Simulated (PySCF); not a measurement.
C$_{4}$H$_{4}$NS, doublet, SMILES `Cc1cn[c]s1`.

Method: B3LYP/aug-cc-pVDZ; geometry: GFN2-xTB; program: PySCF. No frequency check shows the geometry to be a minimum. GFN2-xTB bond lengths at metals and heavier atoms can be off by up to 0.1 Å and shapes distorted, which carries into these values. GFN2-xTB doesn't know the spin state, so this open-shell geometry is rough.

The calculation's input:

```python
import numpy as np
from pyscf import gto, scf, dft
from pyscf.scf import atom_ks, atom_hf
from scipy.linalg import block_diag

def solve(mol, dm0=None, hcore=None):
    mf = (dft.UKS if mol.spin else dft.RKS)(mol, xc='b3lyp')
    mf.grids.level = 3
    mf = mf.density_fit(auxbasis='def2-universal-jkfit')
    mf.conv_tol, mf.max_cycle = 1e-8, 80
    if hcore is not None:
        mf.get_hcore = lambda *args: hcore
    mf.kernel(dm0)
    if not mf.converged:
        mf = mf.newton().run(mf.mo_coeff, mf.mo_occ, max_cycle=30)
    assert mf.converged, 'SCF not converged'
    return mf

mol = gto.M(atom='''
C      2.19099     0.09050    -0.00050
C      0.71443     0.22076    -0.00005
C     -0.05658     1.34046     0.00014
N     -1.39769     1.08465     0.00001
C     -1.67294    -0.13631    -0.00016
S     -0.32916    -1.20078     0.00003
H      2.64779     1.07769     0.00471
H      2.52937    -0.44930    -0.88267
H      2.52866    -0.45861     0.88011
H      0.28909     2.35774     0.00068
''', basis='aug-cc-pvdz', charge=0, spin=1, verbose=4)
mf = solve(mol)
out = dict(e0=mf.e_tot, dm0=mf.make_rdm1(), c=mf.mo_coeff, occ=mf.mo_occ, eps=mf.mo_energy)
for name, dq, spin in [('cation', 1, 0), ('anion', -1, 0)]:
    ion = mol.copy().set(charge=mol.charge + dq, spin=spin).build()
    mi = solve(ion)
    if spin and dq > 0 and mol.nao < 130:
        c, _, stable, _ = mi.stability(return_status=True)
        if not stable:
            mi = solve(ion, mi.make_rdm1(c, mi.mo_occ))
    print(name, 'vertical energy change / eV', (mi.e_tot - mf.e_tot) * 27.211386)
    out.update({'e_' + name: mi.e_tot, 'dm_' + name: mi.make_rdm1(), 's2_' + name: mi.spin_square()[0], 'eps_' + name: mi.mo_energy, 'occ_' + name: mi.mo_occ})
# spherically averaged free atoms, for the promolecule
atm = atom_ks.get_atm_nrks(mol, xc='b3lyp')
pro = block_diag(*[(atm[a[0]][2] * atm[a[0]][3]) @ atm[a[0]][2].T for a in mol._atom])
np.savez('result.npz', pro=pro, **out)
```

Run with:

```sh
OMP_NUM_THREADS=1 python input.py
```

The run took 79 s on 1 thread of Intel(R) Xeon(R) Platinum 8375C CPU @ 2.90GHz (Ice Lake), with other jobs on the host, peak memory 0.82 GiB.

Partitions, critical points and surface values were worked out afterwards from this run's density.

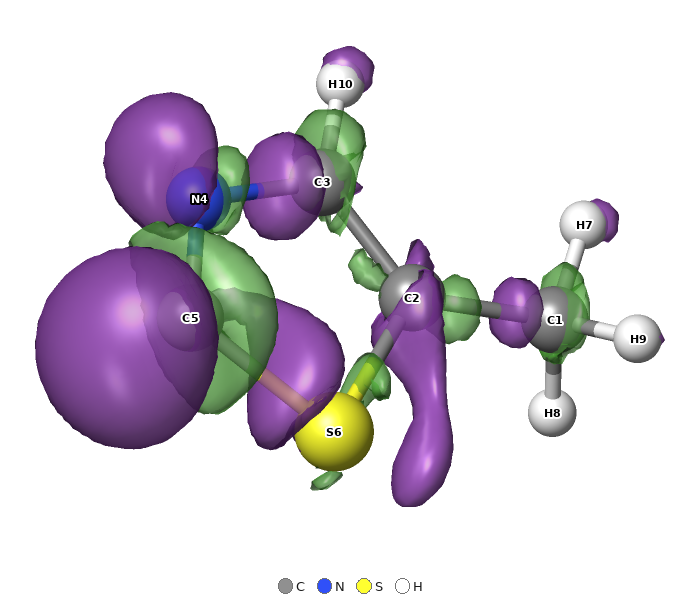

Fukui function f⁺ = ρ(N+1) − ρ(N) at fixed geometry, surfaces at ±0.03 e/Å³ (purple positive, green negative).

> Which atoms respond most to the addition of an electron?

f⁺ (Hirshfeld-condensed) is largest on C5 (0.35) and S6 (0.21); the vertical electron affinity is 1.39 eV (to the singlet anion, which needn't be its lowest state; the anion's highest orbital has positive energy, so this value and f⁺ depend on the basis). Condensed values hint at sites of nucleophilic attack but needn't mark the atom that reacts. Orbital relaxation makes it negative in places (0.22 e in all).

```
atom     f⁺  charge
  C1  +0.03   −0.11
  C2  +0.06   −0.02
  C3  +0.06   −0.02
  N4  +0.13   −0.17
  C5  +0.35   −0.01
  S6  +0.21   +0.12
  H7  +0.04   +0.06
  H8  +0.03   +0.05
  H9  +0.03   +0.05
 H10  +0.05   +0.06
```
